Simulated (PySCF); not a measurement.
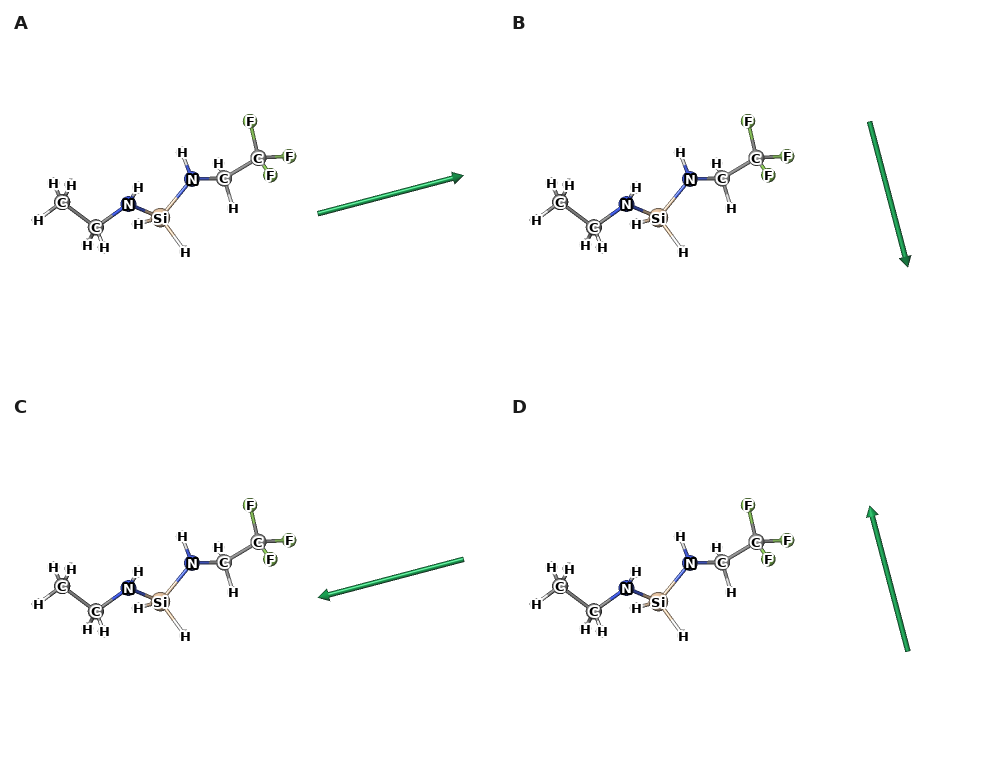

The same molecule four times, each with an arrow. The geometry was computed by an optimisation with GFN2-xTB. No frequency run is at hand to confirm it as a minimum. Method: PBE0/pcSseg-1, gas phase (PySCF 2.14.0).

Question: Which arrow points along the dipole moment, from the negative to the positive end?

Answer: C. The dipole moment is 2.48 D.

The geometry is semi-empirical. Around Si such bond lengths and angles can be off by a tenth of an ångström or more and by several degrees, and values that hang on the shape move with them.
